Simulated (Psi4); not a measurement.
# BH3S (SMILES BS) at BHLYP/def2-TZVP

What is the vertical singlet–triplet gap of BH3S at BHLYP/def2-TZVP? 

The calculation is run with Psi4 1.11.

## 1. Starting point

The species is BH3S (5 atoms), meant as a singlet with charge 0. SMILES: `BS`. Geometry: relaxed at PBE0-D4/def2-TZVP.

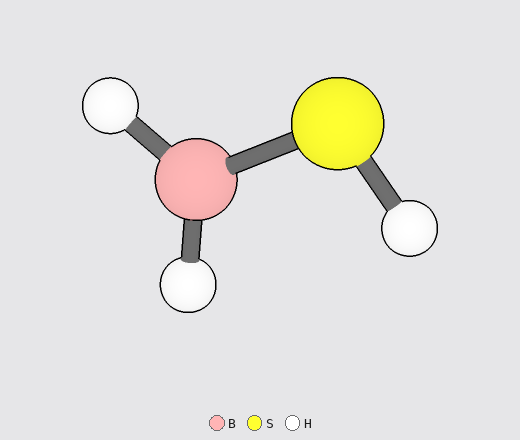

Viewed from a chosen angle; boron pink, sulfur yellow, hydrogen white.

## 2. The energy at BHLYP/def2-TZVP

Input file bh3s.xyz:

```xyz
5
BH3S
B     -0.392100    -0.421000     0.088100
S      0.161700     1.236900    -0.154300
H     -1.562900    -0.556400     0.264200
H      0.367100    -1.337600     0.074200
H      1.476100     1.004400    -0.313600
```

Input file bh3s.py:

```python
import psi4

psi4.set_memory(1600000000)
psi4.set_num_threads(1)
psi4.core.set_output_file('bh3s.out', False)

with open('bh3s.xyz') as f:
    atoms = ''.join(f.readlines()[2:])
molecule = psi4.geometry('0 1\n' + atoms + 'symmetry c1')

psi4.set_options({
    'basis': 'def2-TZVP',
    'reference': 'rks',
    'puream': True,
    'e_convergence': 1e-09,
    'd_convergence': 1e-08,
    'scf_type': 'pk',
    'dft_radial_points': 99,
    'dft_spherical_points': 590,
})

energy_value, wavefunction = psi4.energy('bhhlyp', molecule=molecule, return_wfn=True)
psi4.oeprop(wavefunction, 'DIPOLE', 'MULLIKEN_CHARGES', 'MAYER_INDICES')
print(f'total energy {energy_value:.8f} hartree = {energy_value * 27.211386:.5f} eV')
```

Launch:

```bash
$ python bh3s.py
```

bh3s.out:

```text
[...]
  Running in c1 symmetry.
[...]
  Nuclear repulsion =   43.070548964180006
[...]
  Multiplicity = 1
[...]
  Nalpha       = 12
  Nbeta        = 12
[...]
    Number of basis functions: 86
[...]
   @RKS iter   1:  -424.78839195089085   -4.16606e-01   4.46335e-03 DIIS/ADIIS
[...]
   @RKS iter  11:  -424.85905996655282   -1.36424e-12   1.61160e-09 DIIS
[...]
    Orbital Energies [Eh]
    ---------------------
    Doubly Occupied:
       1A    -90.057604     2A     -8.341989     3A     -7.103825
       4A     -6.198676     5A     -6.195445     6A     -6.195078
       7A     -0.854618     8A     -0.584266     9A     -0.493403
      10A     -0.421070    11A     -0.383407    12A     -0.346786
[...]
  @RKS Final Energy:  -424.85905996655282
   => Energetics <=
    Nuclear Repulsion Energy =             43.0705489641800057
    One-Electron Energy =                -670.1594750626513814
    Two-Electron Energy =                 218.0926777745419258
    DFT Exchange-Correlation Energy =     -15.8628116426233721
    Empirical Dispersion Energy =           0.0000000000000000
    VV10 Nonlocal Energy =                  0.0000000000000000
    Total Energy =                       -424.8590599665528202
[...]
 Multipole Moments:
 ------------------------------------------------------------------------------------
     Multipole            Electronic (a.u.)      Nuclear  (a.u.)        Total (a.u.)
 ------------------------------------------------------------------------------------
 L = 1.  Multiply by 2.5417464519 to convert [e a0] to [Debye]
 Dipole X            :         -0.2513145            0.5944334            0.3431189
 Dipole Y            :          1.7243251           -1.7936679           -0.0693427
 Dipole Z            :         -0.1372696            0.0965434           -0.0407262
 Magnitude           :                                                    0.3524168
[...]
  Mulliken Charges: (a.u.)
   Center  Symbol    Alpha    Beta     Spin     Total
       1     B     2.50791  2.50791  0.00000 -0.01583
       2     S     8.07735  8.07735  0.00000 -0.15470
       3     H     0.49378  0.49378  0.00000  0.01245
       4     H     0.49269  0.49269  0.00000  0.01463
       5     H     0.42827  0.42827  0.00000  0.14345
   Total alpha = 12.00000, Total beta = 12.00000, Total charge = -0.00000
  Mayer Bond Indices:
[...]
```

The script printed:

```text
total energy -424.85905997 hartree = -11561.00388 eV
```

Run time: 6.3 s. Hardware: 1 thread of AMD EPYC 9R45 (Zen 5), shared host; peak memory 0.95 GiB.

## 3. The triplet: energy and forces at UBHLYP/def2-TZVP

Input file input.json:

```json
{
  "schema_name": "qcschema_input",
  "schema_version": 1,
  "molecule": {
    "schema_name": "qcschema_molecule",
    "schema_version": 2,
    "symbols": ["B", "S", "H", "H", "H"],
    "geometry": [-0.74096161, -0.7955747, 0.16648487, 0.30556871, 2.33740224, -0.29158474, -2.95345296, -1.05144362, 0.49926564, 0.69371846, -2.52769766, 0.14021768, 2.78942473, 1.89804092, -0.59261811],
    "molecular_charge": 0,
    "molecular_multiplicity": 3,
    "fix_symmetry": "c1"
  },
  "driver": "gradient",
  "model": {
    "method": "bhhlyp",
    "basis": "def2-TZVP"
  },
  "keywords": {
    "reference": "uks",
    "puream": true,
    "e_convergence": 1e-09,
    "d_convergence": 1e-08,
    "scf_type": "pk",
    "dft_radial_points": 99,
    "dft_spherical_points": 590,
    "maxiter": 200
  }
}
```

Launch:

```bash
$ psi4 --qcschema input.json -n 1 --memory 1600MB
```

stdout:

```text
[...]
  Running in c1 symmetry.
[...]
  Nuclear repulsion =   43.070549026987024
[...]
  Multiplicity = 3
[...]
  Nalpha       = 13
  Nbeta        = 11
[...]
    Number of basis functions: 86
[...]
   @UKS iter   1:  -424.55751625949119   -1.85730e-01   5.24131e-03 DIIS/ADIIS
[...]
   @UKS iter  12:  -424.67784291679982   -8.98126e-12   8.76138e-09 DIIS
[...]
   @S^2 Observed:                2.011155266E+00
[...]
    Orbital Energies [Eh]
    ---------------------
    Alpha Occupied:
       1A    -90.163384     2A     -8.443065     3A     -7.026668
       4A     -6.310450     5A     -6.296583     6A     -6.292311
       7A     -0.944064     8A     -0.606562     9A     -0.527036
      10A     -0.470759    11A     -0.420560    12A     -0.370573
      13A     -0.166328
    Alpha Virtual:
      14A      0.009038    15A      0.081318    16A      0.098716
      17A      0.128009    18A      0.155909    19A      0.165932
      20A      0.202269    21A      0.221344    22A      0.236330
      23A      0.269325    24A      0.273471    25A      0.295924
[...]
  @UKS Final Energy:  -424.67784291679982
   => Energetics <=
    Nuclear Repulsion Energy =             43.0705490269870239
    One-Electron Energy =                -668.9086230374271054
    Two-Electron Energy =                 217.0106824842281412
    DFT Exchange-Correlation Energy =     -15.8504513905878888
    Empirical Dispersion Energy =           0.0000000000000000
    VV10 Nonlocal Energy =                  0.0000000000000000
    Total Energy =                       -424.6778429167998183
[...]
 Multipole Moments:
 ------------------------------------------------------------------------------------
     Multipole            Electronic (a.u.)      Nuclear  (a.u.)        Total (a.u.)
 ------------------------------------------------------------------------------------
 L = 1.  Multiply by 2.5417464519 to convert [e a0] to [Debye]
 Dipole X            :          0.3033010            0.5944334            0.8977344
 Dipole Y            :          3.1511394           -1.7936679            1.3574715
 Dipole Z            :         -0.3567053            0.0965434           -0.2601619
 Magnitude           :                                                    1.6481323
[...]
  -Total Gradient:
     Atom            X                  Y                   Z
    ------   -----------------  -----------------  -----------------
       1        0.029575718226     0.075203186508    -0.011613480427
       2       -0.026223396875    -0.056260878897     0.009257123490
       3       -0.004054068992    -0.006036225022     0.001165480565
       4       -0.001032593625    -0.007838757005     0.000925665209
       5        0.001734243409    -0.005067339571     0.000265226153
[...]
```

The result, in JSON:

```text
{
 "driver": "gradient",
 "model": {
  "method": "bhhlyp",
  "basis": "def2-TZVP"
 },
 "success": true,
 "return_result": [0.029575718225651203, 0.07520318650775101, -0.011613480427499332, -0.026223396874548735, -0.056260878897063604, 0.00925712348975194, -0.004054068991678511, -0.006036225021965928, 0.0011654805648015926, -0.001032593625436902, -0.007838757005332292, 0.0009256652086661102, 0.0017342434093858133, -0.005067339570742797, 0.00026522615277780985],
 "properties": {
  "calcinfo_nbasis": 86,
  "calcinfo_nmo": 86,
  "calcinfo_nalpha": 13,
  "calcinfo_nbeta": 11,
  "calcinfo_natom": 5,
  "nuclear_repulsion_energy": 43.070549026987024,
  "return_energy": -424.6778429167998,
  "return_gradient": [0.029575718225651203, 0.07520318650775101, -0.011613480427499332, -0.026223396874548735, -0.056260878897063604, 0.00925712348975194, -0.004054068991678511, -0.006036225021965928, 0.0011654805648015926, -0.001032593625436902, -0.007838757005332292, 0.0009256652086661102, 0.0017342434093858133, -0.005067339570742797, 0.00026522615277780985],
  "scf_one_electron_energy": -668.9086230374271,
  "scf_two_electron_energy": 217.01068248422814,
  "scf_xc_energy": -15.850451390587889,
  "scf_dipole_moment": [0.8977343545497911, 1.3574715081469635, -0.26016193416220273],
  "scf_total_energy": -424.6778429167998,
  "scf_total_gradient": [0.029575718225651203, 0.07520318650775101, -0.011613480427499332, -0.026223396874548735, -0.056260878897063604, 0.00925712348975194, -0.004054068991678511, -0.006036225021965928, 0.0011654805648015926, -0.001032593625436902, -0.007838757005332292, 0.0009256652086661102, 0.0017342434093858133, -0.005067339570742797, 0.00026522615277780985],
  "scf_iterations": 12
 }
}
```

Run time: 14 s. Hardware: 1 thread of AMD EPYC 9R45 (Zen 5), shared host; peak memory 0.95 GiB.

## 4. Outcome

At BHLYP/def2-TZVP:

| quantity | value |
| --- | --- |
| singlet: total energy | -424.85906 Eh |
| singlet: dipole moment | 0.90 D |
| singlet: HOMO energy | -9.44 eV |
| singlet: LUMO energy | -0.27 eV |
| singlet: HOMO–LUMO gap | 9.17 eV |
| triplet: total energy | -424.67784 Eh |
| triplet: dipole moment | 4.19 D |
| triplet: HOMO energy (highest over α and β) | -4.53 eV |
| triplet: ⟨S²⟩ | 2.011 |
| triplet: largest force on an atom | 4.198 eV/Å |
| vertical energy of the triplet above the singlet | 4.931 eV |

In words: At this shape the triplet lies 4.93 eV (476 kJ/mol) above the singlet.
